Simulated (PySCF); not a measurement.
**C4H9P2Si (SMILES C#C[CH]C[SiH](P)P) (doublet): density, localisation and related maps**

```yaml
atoms:
  - { symbol: C, position_ang: [3.3721, -0.8651, -0.5475] }
  - { symbol: C, position_ang: [2.5218, -0.4159, 0.1963] }
  - { symbol: C, position_ang: [1.5709, 0.0535, 1.0536] }
  - { symbol: C, position_ang: [0.3044, -0.6485, 1.2936] }
  - { symbol: Si, position_ang: [-1.0084, 0.0991, 0.0801] }
  - { symbol: P, position_ang: [-3.0427, -0.6812, 0.6789] }
  - { symbol: P, position_ang: [-0.9215, 2.3167, 0.4613] }
  - { symbol: H, position_ang: [4.1109, -1.2373, -1.1913] }
  - { symbol: H, position_ang: [1.7088, 1.0264, 1.5031] }
  - { symbol: H, position_ang: [-0.0467, -0.4896, 2.3141] }
  - { symbol: H, position_ang: [0.3992, -1.7180, 1.1131] }
  - { symbol: H, position_ang: [-0.6071, -0.2802, -1.2900] }
  - { symbol: H, position_ang: [-3.6372, -0.3783, -0.5325] }
  - { symbol: H, position_ang: [-2.7700, -1.9787, 0.2855] }
  - { symbol: H, position_ang: [0.0171, 2.5646, -0.5235] }
  - { symbol: H, position_ang: [-1.9792, 2.6413, -0.3712] }
```

Geometry: GFN2-xTB.

These are results of PySCF, UKS B3LYP, pcH-1 on C H P Si, non-relativistic, mean-field spin-orbit, GIAO, not measurements.

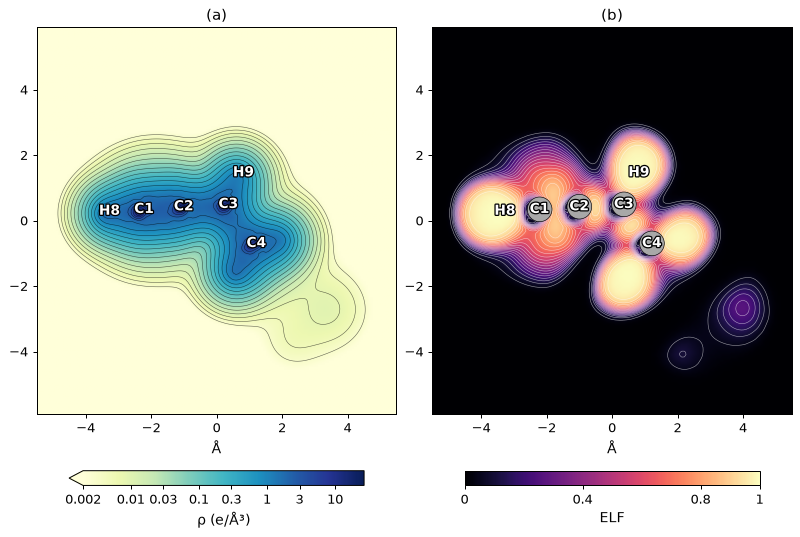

Figure 1. (a) total electron density; (b) ELF on the plane of atoms C2, C3 and C4. Grey discs cover the atomic cores in the ELF map.

Interpret the plot.

Answer.
- Atoms in the plane: C and H.
- C–C (1.22 Å): ρ at the midpoint is about 2.4 e/Å³; the ELF peaks at about 0.85 between the atoms; a short, multiple covalent bond.
- C–H (1.05 Å): ρ is about 2.1 e/Å³ halfway; the ELF climbs to about 1 towards the hydrogen, as it does in any bond to H.
- C–C (1.36 Å): ρ is about 1.9 e/Å³ halfway; the ELF peaks at about 0.95 between the atoms; localised, covalent bonding.

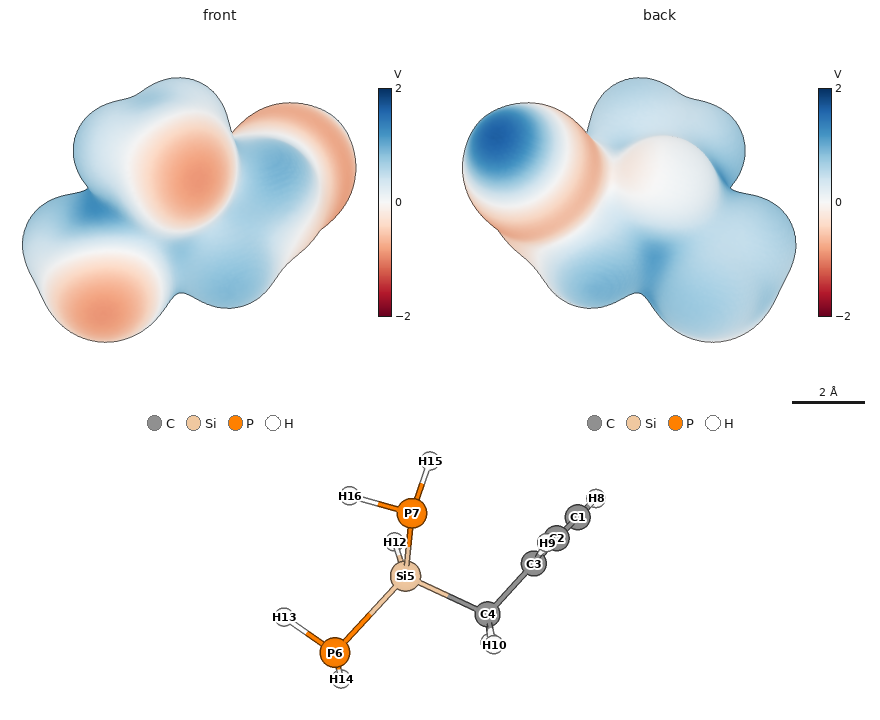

Figure 2. The molecular electrostatic potential painted on the density surface at 0.002 e/bohr³, seen from the front and from behind; red is negative and blue positive. The bare structure is drawn below in the same view.

Which sites attract a positive test charge, and which a negative one?

Answer. A positive charge is drawn to the negative regions and a negative charge to the positive ones. The most negative region (about −0.9 V) lies over P6 and P7, the most positive (about +1.5 V) over H8.
